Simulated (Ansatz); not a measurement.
**SiHCl₃ + HBr: a complex and its separated parts, part 1 of 2**

Aim: how far the complex at one end of a reaction step lies below its separated, relaxed parts, level by level.

Program: Ansatz 0.2.0, Gaussian basis. Level of theory: PBE0-D4/def2-TZVP structures, single points in def2-TZVPP, no counterpoise correction. These are calculated values, not measurements.

Levels: SPW92, PBE-D4, BLYP-D4, r2SCAN-D4, B97M-V, PBE0-D4, B3LYP-D4, r2SCAN0-D4, BHLYP-D4, CAM-B3LYP-D4, wB97X-V, wB97M-V, B2PLYP, PBE-QIDH, RPA on PBE, Hartree-Fock, MP2, CCSD, CCSD(T).

Correlated methods freeze the cores. Filled d shells of the heavier atoms are correlated. B3LYP uses VWN-RPA correlation. B2PLYP carries no dispersion term here.

94 further runs of the same task are left out: 94 set aside as unsound or not needed. Runs told in other sessions of the task aren't counted.

## Step 1: The starting structure

The complex: 7 atoms, charge 0, spin multiplicity 1.

Atoms are counted from 1 here; the program's logs count them from 0.

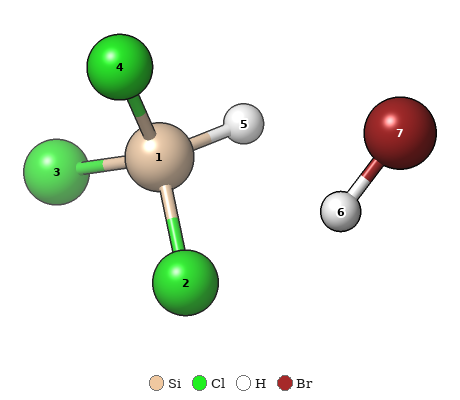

Start geometry, drawn with silicon light orange, chlorine green, hydrogen white, bromine red; atoms are numbered from 1 in the order of the file.

Geometry (Å):

```
atom    x (Å)    y (Å)    z (Å)
 Si1  -0.7797  -0.6082  -0.2762
 Cl2   1.0818  -1.4185  -0.0645
 Cl3  -2.0152  -2.0120  -1.0618
 Cl4  -1.4634  -0.0334   1.5421
  H5  -0.7021   0.5485  -1.1767
  H6   2.1053   1.0702   0.5352
 Br7   1.7733   2.4535   0.5021
```

Its parts: SiHCl₃ holds atoms 1, 2, 3, 4, 5; HBr holds atoms 6, 7. Each part counts its atoms afresh in its own runs.

## Step 2: Relaxing SiHCl₃ alone

The input, relax-a/in.yaml:

```yaml
crystal:
  periodic: [false, false, false]
  atoms:
    - {symbol: Si, position_ang: [-0.779705, -0.608208, -0.276231]}
    - {symbol: Cl, position_ang: [1.081818, -1.418469, -0.064537]}
    - {symbol: Cl, position_ang: [-2.015239, -2.011974, -1.061796]}
    - {symbol: Cl, position_ang: [-1.463422, -0.033444, 1.542081]}
    - {symbol: H, position_ang: [-0.702137, 0.548452, -1.176661]}
basis:
  gaussian: {orbitals: def2-TZVP}
hamiltonian: {xc: pbe0, dispersion: d4}
relax: {f_tol: 0.005, max_steps: 200}
```

The run is started by

```
> ansatz run in.yaml --threads 8 --pin off --events-out ev --progress --plain --max-ram 19148MiB
```

Log, shortened:

```text
Functional definition: PBE0
  name "PBE0"
  cite "Adamo & Barone, J. Chem. Phys. 110, 6158 (1999) doi:10.1063/1.478522"
  cite "Perdew, Burke & Ernzerhof, Phys. Rev. Lett. 77, 3865 (1996) doi:10.1103/PhysRevLett.77.3865"
  parent pbe
[...]
1116 factors; their error is unknown
[...]
mean field -45451.94664235 eV, -1670.3282306706 hartree, gradient 7.8e-5 eV, S^2 0.000000; 0 other end points of the search recorded, 0 dependent functions left out
[...]
reference -45451.94667020 eV, -1670.3282316939 hartree; 33, 33 occupied and 121, 121 virtual orbitals, 1116 factors
[...]
reference -45451.94889807 eV, -1670.3283135664 hartree; 33, 33 occupied and 121, 121 virtual orbitals, 1116 factors
Total energy: -45452.10817060 eV, -1670.3341667240 hartree
Atom 0 at    -0.770722    -0.616470    -0.275565 Å, force    -0.000233    -0.001927     0.001533 eV/Å
Atom 1 at     1.083914    -1.413736    -0.065277 Å, force     0.000204    -0.000066    -0.000014 eV/Å
Atom 2 at    -2.020970    -2.007943    -1.063103 Å, force    -0.000093    -0.000162    -0.000149 eV/Å
Atom 3 at    -1.466031    -0.030693     1.539080 Å, force    -0.000048     0.000110     0.000253 eV/Å
Atom 4 at    -0.704876     0.545199    -1.172280 Å, force     0.000170     0.002045    -0.001624 eV/Å
Dipole moment:     0.007271     0.127989    -0.098806 e Å
```

Run time: 3.9 s. Hardware: 8 threads of Arm Neoverse V2, shared host.

Step by step:

```
step  energy from step 1 (eV)  largest force component (eV/Å)
   1                   0.0000                          0.2618
   2                  -0.0019                          0.0394
   3                  -0.0022                          0.0074
   4                  -0.0022                          0.0020
```

Distances of close pairs at the start and the end, largest changes first:

```
   bond  before (Å)  after (Å)  change (Å)
Si1–Cl2       2.041      2.030      -0.012
Si1–Cl4       2.026      2.030      +0.004
Si1–Cl3       2.028      2.030      +0.001
 Si1–H5       1.468      1.469      +0.001
```

## Step 3: Relaxing HBr alone

The input, relax-b/in.yaml:

```yaml
crystal:
  periodic: [false, false, false]
  atoms:
    - {symbol: H, position_ang: [2.105348, 1.070210, 0.535162]}
    - {symbol: Br, position_ang: [1.773337, 2.453534, 0.502083]}
basis:
  gaussian: {orbitals: def2-TZVP}
hamiltonian: {xc: pbe0, dispersion: d4}
relax: {f_tol: 0.005, max_steps: 200}
```

The run is started by

```
> ansatz run in.yaml --threads 8 --pin off --events-out ev --progress --plain --max-ram 19148MiB
```

Log, shortened:

```text
[... 5 set-up lines as earlier in the session ...]
[...]
457 factors; their error is unknown
[...]
mean field -70054.57270378 eV, -2574.4580621689 hartree, gradient 2.1e-5 eV, S^2 0.000000; 0 other end points of the search recorded, 0 dependent functions left out
[...]
reference -70054.57279944 eV, -2574.4580656843 hartree; 18, 18 occupied and 36, 36 virtual orbitals, 457 factors
Total energy: -70054.57831875 eV, -2574.4582685156 hartree
Atom 0 at     2.105063     1.071399     0.535134 Å, force     0.000006    -0.000024     0.000001 eV/Å
Atom 1 at     1.773622     2.452345     0.502111 Å, force    -0.000006     0.000024    -0.000001 eV/Å
Dipole moment:     0.046276    -0.192810     0.004611 e Å
```

Wall time 0.55 s (8 threads of Arm Neoverse V2, shared host).

Relaxation path:

```
step  energy from step 1 (eV)  largest force component (eV/Å)
   1                   0.0000                          0.0615
   2                  -0.0001                          0.0111
   3                  -0.0001                          0.0000
```

The bond:

```
  bond  before (Å)  after (Å)  change (Å)
H1–Br2       1.423      1.421      -0.002
```

## Step 4: SPW92/def2-TZVPP

The input, parta/in.yaml:

```yaml
crystal:
  periodic: [false, false, false]
  atoms:
    - {symbol: Si, position_ang: [-0.770722, -0.616470, -0.275565]}
    - {symbol: Cl, position_ang: [1.083914, -1.413736, -0.065277]}
    - {symbol: Cl, position_ang: [-2.020970, -2.007943, -1.063103]}
    - {symbol: Cl, position_ang: [-1.466031, -0.030693, 1.539080]}
    - {symbol: H, position_ang: [-0.704876, 0.545199, -1.172280]}
basis:
  gaussian: {orbitals: def2-TZVPP}
hamiltonian: {xc: lda}
```

The input, partb/in.yaml:

```yaml
crystal:
  periodic: [false, false, false]
  atoms:
    - {symbol: H, position_ang: [2.105063, 1.071399, 0.535134]}
    - {symbol: Br, position_ang: [1.773622, 2.452345, 0.502111]}
basis:
  gaussian: {orbitals: def2-TZVPP}
hamiltonian: {xc: lda}
```

One command serves all of them, each in its own folder.

The run is started by

```
> ansatz run in.yaml --threads 8 --pin off --events-out ev --progress --plain --max-ram 19148MiB
```

Output in parta, shortened:

```text
Functional definition: SPW92
  name "SPW92"
  cite "Dirac, Proc. Camb. Phil. Soc. 26, 376 (1930) doi:10.1017/S0305004100016108"
  cite "Slater, Phys. Rev. 81, 385 (1951) doi:10.1103/PhysRev.81.385"
  cite "Perdew & Wang, Phys. Rev. B 45, 13244 (1992) doi:10.1103/PhysRevB.45.13244"
[...]
1229 factors; their error is unknown
[...]
mean field -45314.66761389 eV, -1665.2833194255 hartree, gradient 1.4e-5 eV, S^2 0.000000; 0 other end points of the search recorded, 0 dependent functions left out
reference -45314.66764853 eV, -1665.2833206985 hartree; 33, 33 occupied and 149, 149 virtual orbitals, 1229 factors
Total energy: -45314.66764853 eV, -1665.2833206985 hartree
```

partb printed, shortened:

```text
[... 5 set-up lines as earlier in the session ...]
[...]
435 factors; their error is unknown
[...]
mean field -69965.45702934 eV, -2571.1831215382 hartree, gradient 6.0e-6 eV, S^2 0.000000; 0 other end points of the search recorded, 0 dependent functions left out
reference -69965.45705039 eV, -2571.1831223118 hartree; 18, 18 occupied and 44, 44 virtual orbitals, 435 factors
Total energy: -69965.45705039 eV, -2571.1831223118 hartree
```

Wall times: 0.4 s (parta), 0.1 s (partb) on 8 threads of Arm Neoverse V2, shared host.

## Step 5: PBE-D4/def2-TZVPP

Each input of step 4 (parta, partb) changes in the same lines:

```diff
-hamiltonian: {xc: lda}
+hamiltonian: {xc: pbe, dispersion: d4}
```

Each run has its own folder and the same command.

The run is started by

```
> ansatz run in.yaml --threads 8 --pin off --events-out ev --progress --plain --max-ram 19148MiB
```

Output in parta, shortened:

```text
Functional definition: PBE
  name "PBE"
[... 2 set-up lines as earlier in the session ...]
[...]
1229 factors; their error is unknown
[...]
mean field -45448.12458605 eV, -1670.1877726919 hartree, gradient 2.1e-5 eV, S^2 0.000000; 0 other end points of the search recorded, 0 dependent functions left out
reference -45448.12462305 eV, -1670.1877740519 hartree; 33, 33 occupied and 149, 149 virtual orbitals, 1229 factors
Total energy: -45448.31168928 eV, -1670.1946486091 hartree
```

Output in partb, shortened:

```text
[... 4 set-up lines as earlier in the session ...]
[...]
435 factors; their error is unknown
[...]
mean field -70052.13668387 eV, -2574.3685400886 hartree, gradient 1.9e-5 eV, S^2 0.000000; 0 other end points of the search recorded, 0 dependent functions left out
reference -70052.13670653 eV, -2574.3685409213 hartree; 18, 18 occupied and 44, 44 virtual orbitals, 435 factors
Total energy: -70052.14349159 eV, -2574.3687902678 hartree
```

Times: 0.6 s (parta), 0.15 s (partb) on 8 threads of Arm Neoverse V2, shared host.

## Step 6: BLYP-D4/def2-TZVPP

The same edit goes into each in.yaml of step 5 (parta, partb):

```diff
-hamiltonian: {xc: pbe, dispersion: d4}
+hamiltonian: {xc: {name: BLYP}, dispersion: d4}
```

One command serves all of them, each in its own folder.

The run is started by

```
> ansatz run in.yaml --threads 8 --pin off --events-out ev --progress --plain --max-ram 19148MiB
```

Log of parta, shortened:

```text
Functional definition: BLYP
  name "BLYP"
  cite "Becke, Phys. Rev. A 38, 3098 (1988) doi:10.1103/PhysRevA.38.3098"
  cite "Lee, Yang & Parr, Phys. Rev. B 37, 785 (1988) doi:10.1103/PhysRevB.37.785"
[...]
1229 factors; their error is unknown
[...]
mean field -45467.10441329 eV, -1670.8852684780 hartree, gradient 1.4e-5 eV, S^2 0.000000; 0 other end points of the search recorded, 0 dependent functions left out
reference -45467.10476867 eV, -1670.8852815382 hartree; 33, 33 occupied and 149, 149 virtual orbitals, 1229 factors
Total energy: -45467.51082897 eV, -1670.9002039790 hartree
```

Output in partb, shortened:

```text
[... 4 set-up lines as earlier in the session ...]
[...]
435 factors; their error is unknown
[...]
mean field -70063.39684512 eV, -2574.7823433821 hartree, gradient 8.4e-5 eV, S^2 0.000000; 0 other end points of the search recorded, 0 dependent functions left out
reference -70063.39705349 eV, -2574.7823510397 hartree; 18, 18 occupied and 44, 44 virtual orbitals, 435 factors
Total energy: -70063.41302541 eV, -2574.7829379969 hartree
```

Times: 0.65 s (parta), 0.15 s (partb) on 8 threads of Arm Neoverse V2, shared host.

## Step 7: r2SCAN-D4/def2-TZVPP

Each input of step 6 (parta, partb) changes in the same lines:

```diff
-hamiltonian: {xc: {name: BLYP}, dispersion: d4}
+hamiltonian: {xc: r2scan, dispersion: d4}
```

The same command starts each run, in its folder.

The run is started by

```
> ansatz run in.yaml --threads 8 --pin off --events-out ev --progress --plain --max-ram 19148MiB
```

parta printed, shortened:

```text
Functional definition: r2SCAN
  name "r2SCAN"
  cite "Furness, Kaplan, Ning, Perdew & Sun, J. Phys. Chem. Lett. 11, 8208 (2020) doi:10.1021/acs.jpclett.0c02405"
  cite "Furness, Kaplan, Ning, Perdew & Sun, J. Phys. Chem. Lett. 11, 9248 (2020) doi:10.1021/acs.jpclett.0c03077"
  parent r2scan
[...]
1229 factors; their error is unknown
[...]
mean field -45464.48476705 eV, -1670.7889982546 hartree, gradient 5.0e-5 eV, S^2 0.000000; 0 other end points of the search recorded, 0 dependent functions left out
reference -45464.48477627 eV, -1670.7889985934 hartree; 33, 33 occupied and 149, 149 virtual orbitals, 1229 factors
Total energy: -45464.52521615 eV, -1670.7904847315 hartree
```

Output in partb, shortened:

```text
[... 5 set-up lines as earlier in the session ...]
[...]
435 factors; their error is unknown
[...]
mean field -70062.28305422 eV, -2574.7414123214 hartree, gradient 2.3e-5 eV, S^2 0.000000; 0 other end points of the search recorded, 0 dependent functions left out
reference -70062.28306032 eV, -2574.7414125458 hartree; 18, 18 occupied and 44, 44 virtual orbitals, 435 factors
Total energy: -70062.28451942 eV, -2574.7414661665 hartree
```

Times: 1.4 s (parta), 0.4 s (partb) on 8 threads of Arm Neoverse V2, shared host.

## Step 8: B97M-V/def2-TZVPP

The same edit goes into each in.yaml of step 7 (parta, partb):

```diff
-hamiltonian: {xc: r2scan, dispersion: d4}
+hamiltonian: {xc: {name: B97M-V}}
```

The same command starts each run, in its folder.

The run is started by

```
> ansatz run in.yaml --threads 8 --pin off --events-out ev --progress --plain --max-ram 19148MiB
```

Log of parta, shortened:

```text
Functional definition: B97M-V
  name "B97M-V"
  cite "Mardirossian & Head-Gordon, J. Chem. Phys. 142, 074111 (2015) doi:10.1063/1.4907719"
  cite "Becke, J. Chem. Phys. 107, 8554 (1997) doi:10.1063/1.475007"
  cite "Vydrov & Van Voorhis, J. Chem. Phys. 133, 244103 (2010) doi:10.1063/1.3521275"
  # Of w^i u^j: cxij and so on, Table III.
[...]
  gx(w, u) = cx00 + cx01*u + cx02*u^2 + (cx10 + cx11*u)*w
[...]
  gos(w, u) = cos00 + cos01*u + cos03*u^3 + cos10*w + cos32*w^3*u^2
[...]
      + integral(e_c_pw_mod_opposite_spin*gos(b97_w_opposite, b97_u_opposite)) + vv10(b, c)
1229 factors; their error is unknown
[...]
mean field -45455.90612328 eV, -1670.4737389107 hartree, gradient 6.1e-5 eV, S^2 0.000000; 0 other end points of the search recorded, 0 dependent functions left out
reference -45455.90617179 eV, -1670.4737406933 hartree; 33, 33 occupied and 149, 149 virtual orbitals, 1229 factors
Total energy: -45455.90617179 eV, -1670.4737406933 hartree
```

Log of partb, shortened:

```text
[... 5 set-up lines as earlier in the session ...]
  # Of w^i u^j: cxij and so on, Table III.
[...]
  gx(w, u) = cx00 + cx01*u + cx02*u^2 + (cx10 + cx11*u)*w
[...]
  gos(w, u) = cos00 + cos01*u + cos03*u^3 + cos10*w + cos32*w^3*u^2
[...]
      + integral(e_c_pw_mod_opposite_spin*gos(b97_w_opposite, b97_u_opposite)) + vv10(b, c)
435 factors; their error is unknown
[...]
mean field -70050.13092665 eV, -2574.2948298702 hartree, gradient 1.6e-5 eV, S^2 0.000000; 0 other end points of the search recorded, 0 dependent functions left out
reference -70050.13095849 eV, -2574.2948310405 hartree; 18, 18 occupied and 44, 44 virtual orbitals, 435 factors
Total energy: -70050.13095849 eV, -2574.2948310405 hartree
```

Wall times: 2.1 s (parta), 0.4 s (partb) on 8 threads of Arm Neoverse V2, shared host.

## Step 9: PBE0-D4/def2-TZVPP

The same edit goes into each in.yaml of step 8 (parta, partb):

```diff
-hamiltonian: {xc: {name: B97M-V}}
+hamiltonian: {xc: pbe0, dispersion: d4}
+output: {orbitals: {seedname: orbitals}}
```

The same command starts each run, in its folder.

The run is started by

```
> ansatz run in.yaml --threads 8 --pin off --events-out ev --progress --plain --max-ram 19148MiB
```

parta printed, shortened:

```text
[... 5 set-up lines as earlier in the session ...]
[...]
1325 factors; their error is unknown
[...]
mean field -45451.95896564 eV, -1670.3286835430 hartree, gradient 2.1e-5 eV, S^2 0.000000; 0 other end points of the search recorded, 0 dependent functions left out
reference -45451.95899346 eV, -1670.3286845652 hartree; 33, 33 occupied and 149, 149 virtual orbitals, 1325 factors
Total energy: -45452.11826599 eV, -1670.3345377227 hartree
```

partb printed, shortened:

```text
[... 5 set-up lines as earlier in the session ...]
[...]
472 factors; their error is unknown
[...]
mean field -70054.59430820 eV, -2574.4588561168 hartree, gradient 7.1e-6 eV, S^2 0.000000; 0 other end points of the search recorded, 0 dependent functions left out
reference -70054.59432546 eV, -2574.4588567511 hartree; 18, 18 occupied and 44, 44 virtual orbitals, 472 factors
Total energy: -70054.59984478 eV, -2574.4590595823 hartree
```

Times: 0.95 s (parta), 0.15 s (partb) on 8 threads of Arm Neoverse V2, shared host.

## Step 10: B3LYP-D4/def2-TZVPP

Each input of step 9 (parta, partb) changes in the same lines:

```diff
-hamiltonian: {xc: pbe0, dispersion: d4}
-output: {orbitals: {seedname: orbitals}}
+hamiltonian: {xc: {name: B3LYP}, dispersion: d4}
```

One command serves all of them, each in its own folder.

The run is started by

```
> ansatz run in.yaml --threads 8 --pin off --events-out ev --progress --plain --max-ram 19148MiB
```

Output in parta, shortened:

```text
Functional definition: B3LYP
  name "B3LYP"
  cite "Stephens, Devlin, Chabalowski & Frisch, J. Phys. Chem. 98, 11623 (1994) doi:10.1021/j100096a001"
[... 2 set-up lines as earlier in the session ...]
  cite "Vosko, Wilk & Nusair, Can. J. Phys. 58, 1200 (1980) doi:10.1139/p80-159"
[...]
1289 factors; their error is unknown
[...]
mean field -45469.22000645 eV, -1670.9630150928 hartree, gradient 6.4e-5 eV, S^2 0.000000; 0 other end points of the search recorded, 0 dependent functions left out
reference -45469.22027255 eV, -1670.9630248718 hartree; 33, 33 occupied and 149, 149 virtual orbitals, 1289 factors
Total energy: -45469.53040430 eV, -1670.9744220035 hartree
```

partb printed, shortened:

```text
[... 6 set-up lines as earlier in the session ...]
[...]
472 factors; their error is unknown
[...]
mean field -70063.59659760 eV, -2574.7896841504 hartree, gradient 6.2e-6 eV, S^2 0.000000; 0 other end points of the search recorded, 0 dependent functions left out
reference -70063.59675479 eV, -2574.7896899269 hartree; 18, 18 occupied and 44, 44 virtual orbitals, 472 factors
Total energy: -70063.60788821 eV, -2574.7900990726 hartree
```

Wall times: 0.8 s (parta), 0.15 s (partb) on 8 threads of Arm Neoverse V2, shared host.

## Step 11: r2SCAN0-D4/def2-TZVPP

Each input of step 10 (parta, partb) changes in the same lines:

```diff
-hamiltonian: {xc: {name: B3LYP}, dispersion: d4}
+hamiltonian: {xc: {name: r2SCAN0}, dispersion: d4}
```

The same command starts each run, in its folder.

The run is started by

```
> ansatz run in.yaml --threads 8 --pin off --events-out ev --progress --plain --max-ram 19148MiB
```

Output in parta, shortened:

```text
Functional definition: r2SCAN0
  name "r2SCAN0"
  cite "Bursch, Neugebauer, Ehlert & Grimme, J. Chem. Phys. 156, 134105 (2022) doi:10.1063/5.0086040"
[... 3 set-up lines as earlier in the session ...]
[...]
1325 factors; their error is unknown
[...]
mean field -45464.14124837 eV, -1670.7763741758 hartree, gradient 4.7e-5 eV, S^2 0.000000; 0 other end points of the search recorded, 0 dependent functions left out
reference -45464.14125571 eV, -1670.7763744457 hartree; 33, 33 occupied and 149, 149 virtual orbitals, 1325 factors
Total energy: -45464.19147478 eV, -1670.7782199623 hartree
```

Output in partb, shortened:

```text
[... 6 set-up lines as earlier in the session ...]
[...]
472 factors; their error is unknown
[...]
mean field -70062.25258993 eV, -2574.7402927796 hartree, gradient 7.4e-6 eV, S^2 0.000000; 0 other end points of the search recorded, 0 dependent functions left out
reference -70062.25259482 eV, -2574.7402929591 hartree; 18, 18 occupied and 44, 44 virtual orbitals, 472 factors
Total energy: -70062.25430967 eV, -2574.7403559788 hartree
```

Wall times: 1.6 s (parta), 0.4 s (partb) on 8 threads of Arm Neoverse V2, shared host.

## Step 12: BHLYP-D4/def2-TZVPP

Each input of step 11 (parta, partb) changes in the same lines:

```diff
-hamiltonian: {xc: {name: r2SCAN0}, dispersion: d4}
+hamiltonian: {xc: {name: BHLYP}, dispersion: d4}
```

Each run has its own folder and the same command.

The run is started by

```
> ansatz run in.yaml --threads 8 --pin off --events-out ev --progress --plain --max-ram 19148MiB
```

parta printed, shortened:

```text
Functional definition: BHLYP
  name "BHLYP"
  cite "Becke, J. Chem. Phys. 98, 1372 (1993) doi:10.1063/1.464304"
[... 2 set-up lines as earlier in the session ...]
[...]
1401 factors; their error is unknown
[...]
mean field -45467.62061068 eV, -1670.9042383824 hartree, gradient 8.5e-5 eV, S^2 0.000000; 0 other end points of the search recorded, 0 dependent functions left out
reference -45467.62079288 eV, -1670.9042450779 hartree; 33, 33 occupied and 149, 149 virtual orbitals, 1401 factors
Total energy: -45467.89000626 eV, -1670.9141384873 hartree
```

Output in partb, shortened:

```text
[... 5 set-up lines as earlier in the session ...]
[...]
514 factors; their error is unknown
[...]
mean field -70062.48031223 eV, -2574.7486614197 hartree, gradient 8.2e-6 eV, S^2 0.000000; 0 other end points of the search recorded, 0 dependent functions left out
reference -70062.48042008 eV, -2574.7486653832 hartree; 18, 18 occupied and 44, 44 virtual orbitals, 514 factors
Total energy: -70062.48827960 eV, -2574.7489542151 hartree
```

Times: 0.75 s (parta), 0.15 s (partb) on 8 threads of Arm Neoverse V2, shared host.

## Step 13: CAM-B3LYP-D4/def2-TZVPP

The same edit goes into each in.yaml of step 12 (parta, partb):

```diff
-hamiltonian: {xc: {name: BHLYP}, dispersion: d4}
+hamiltonian: {xc: {name: CAM-B3LYP}, dispersion: d4}
```

One command serves all of them, each in its own folder.

The run is started by

```
> ansatz run in.yaml --threads 8 --pin off --events-out ev --progress --plain --max-ram 19148MiB
```

Log of parta, shortened:

```text
Functional definition: CAM-B3LYP
  name "CAM-B3LYP"
  cite "Yanai, Tew & Handy, Chem. Phys. Lett. 393, 51 (2004) doi:10.1016/j.cplett.2004.06.011"
  cite "Iikura, Tsuneda, Yanai & Hirao, J. Chem. Phys. 115, 3540 (2001) doi:10.1063/1.1383587"
[... 2 set-up lines as earlier in the session ...]
[...]
1289 factors; their error is unknown
219 factors; integrals over basis functions are off by at most 1.4e-5 eV
[...]
mean field -45468.85060710 eV, -1670.9494399171 hartree, gradient 2.1e-5 eV, S^2 0.000000; 0 other end points of the search recorded, 0 dependent functions left out
reference -45468.85073690 eV, -1670.9494446870 hartree; 33, 33 occupied and 149, 149 virtual orbitals, 1289 factors
Total energy: -45469.01641278 eV, -1670.9555331633 hartree
```

partb printed, shortened:

```text
[... 6 set-up lines as earlier in the session ...]
[...]
  # Exact exchange under (alpha + beta erf(omega r))/r, Becke's under what is left of 1/r.
[...]
472 factors; their error is unknown
81 factors; integrals over basis functions are off by at most 1.2e-4 eV
[...]
mean field -70066.16345663 eV, -2574.8840144800 hartree, gradient 3.1e-5 eV, S^2 0.000000; 0 other end points of the search recorded, 0 dependent functions left out
reference -70066.16353333 eV, -2574.8840172986 hartree; 18, 18 occupied and 44, 44 virtual orbitals, 472 factors
Total energy: -70066.16901103 eV, -2574.8842186002 hartree
```

Times: 0.9 s (parta), 0.2 s (partb) on 8 threads of Arm Neoverse V2, shared host.

(Continued in part 2 of 2.)
